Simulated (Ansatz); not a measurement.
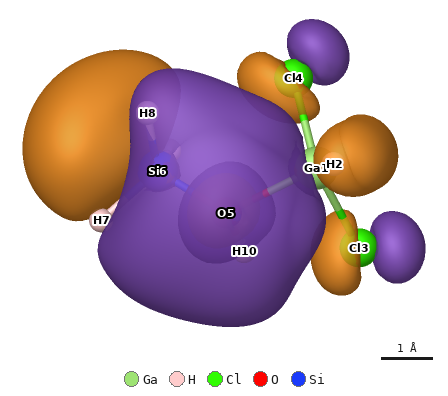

*Cl₂GaH₅OSi. One frontier orbital at ±0.05 Å⁻³ᐟ² (orange and purple are the two phases), seen at an oblique angle.*

Level of theory: RKS LDA/def2-SVP (Ansatz).

```xyz
10

Ga   -0.1946   -0.0011    0.3744
H    -0.5275    0.6823    1.7239
Cl    1.8106    0.1688   -0.4736
Cl   -1.7240   -0.2852   -1.1275
O     0.2039   -1.9681    0.6477
Si   -0.8095   -3.2209    0.0256
H    -0.2210   -4.4908    0.5718
H    -2.1572   -2.9480    0.6078
H    -0.7873   -3.2355   -1.4714
H     1.1373   -1.9239    0.3059
```

Q: Which orbital is it: HOMO or LUMO?

A: The LUMO, at −1.67 eV. By Hirshfeld shares it lies mainly on Si6 (about 45 %), O5 (about 15 %), Ga1 (about 10 %) and H10 (about 5 %).
